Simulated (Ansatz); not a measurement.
H8OSi2Sn

Input

```
crystal:
  periodic: [false, false, false]
  atoms:
    - { symbol: Si, position_ang: [-2.3189, 0.6299, 0.6352] }
    - { symbol: Si, position_ang: [-0.4902, -0.2857, -0.104] }
    - { symbol: O, position_ang: [0.8152, 0.7212, 0.2875] }
    - { symbol: Sn, position_ang: [2.5124, -0.2273, -0.3975] }
    - { symbol: H, position_ang: [-2.5213, 1.9827, -0.0332] }
    - { symbol: H, position_ang: [-2.2973, 0.8582, 2.0812] }
    - { symbol: H, position_ang: [-3.4876, -0.1764, 0.2841] }
    - { symbol: H, position_ang: [-0.5307, -0.4296, -1.5697] }
    - { symbol: H, position_ang: [-0.3385, -1.5807, 0.5834] }
    - { symbol: H, position_ang: [3.8803, 0.6941, -0.0164] }
    - { symbol: H, position_ang: [2.5467, -1.8079, 0.3928] }
    - { symbol: H, position_ang: [2.3068, -0.4339, -2.1094] }
basis:
  gaussian: { orbitals: def2-SVP }
hamiltonian:
  xc: lda
relax:
  f_tol: 0.02
  max_steps: 50
output:
  orbitals: {}
```

Command:

```sh
ansatz run input.yaml --threads 2 --pin off --max-ram 3072MiB --backend cpu --events-out ev --progress --plain --runs-dir out
```

The fields are those of the relaxed geometry.

Core potentials replace the inner electrons of Sn.

These are results of RKS LDA/def2-SVP (Ansatz), not measurements.

**What will maps of the electron density and electron localisation function show?**

Si–O (1.66 Å): ρ at the midpoint is about 1.1 e/Å³; the ELF peaks at about 0.85 between the atoms; a shared but strongly polarised pair.
Sn–O (1.99 Å): the density is about 0.7 e/Å³ at the midpoint; the ELF peaks at about 0.85 in the valence shell of O, 0.6 Å from its nucleus, and drops to about 0.10 between the two atoms.
Si–Si (2.33 Å): ρ at the midpoint is about 0.65 e/Å³; the ELF peaks at about 1 between the atoms; a shared electron pair.
Si–H (1.51 Å): ρ is about 0.73 e/Å³ halfway; the ELF climbs to about 1 towards the hydrogen, as it does in any bond to H.

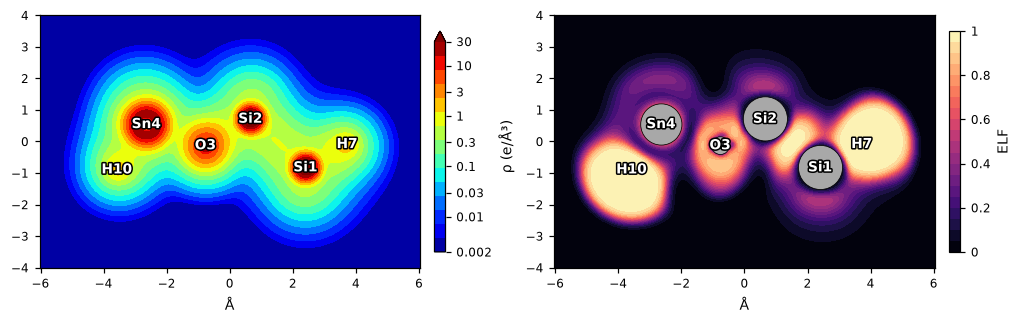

Computed electron density and electron localisation function on the plane of atoms Si2, O3 and Sn4, in this order. Grey discs cover the atomic cores in the ELF map. 
